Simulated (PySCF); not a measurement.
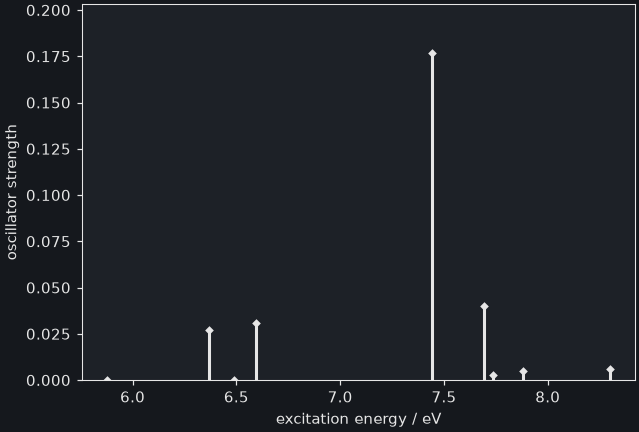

Vertical TDDFT excitations, PBE0/aug-cc-pVDZ in PySCF, at a PBE0-D3(BJ)/def2-SVP geometry (no frequency check), gas phase. The lowest 10 singlet states are shown. States within 0.01 eV of each other are merged, with their strengths summed. The highest state may be half of a pair whose partner wasn't computed.

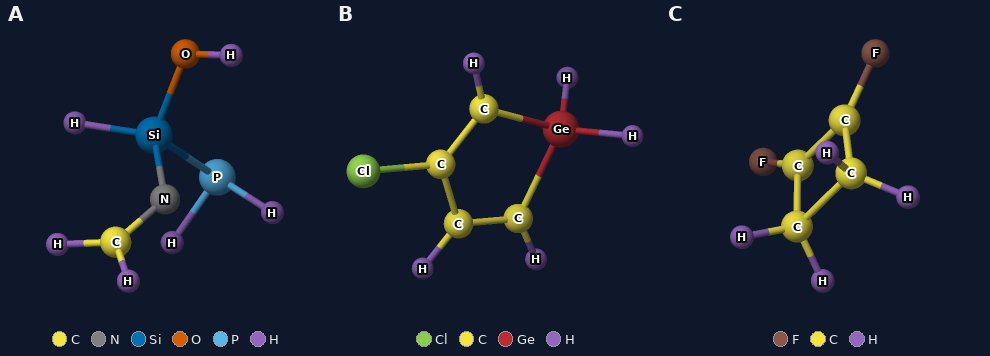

Whose absorption spectrum is this? The candidates are drawn in the second picture.

Structure C, C₄H₄F₂, SMILES FC1=C(F)CC1. Its lowest singlet lies at 5.88 eV (f = 0.000) and the brightest of those computed is S5 at 7.44 eV (167 nm), f = 0.177, mainly HOMO → LUMO+4 (80 %).

Known limits of this run: states above the negative HOMO energy depend on the basis; core orbitals are frozen in the response.
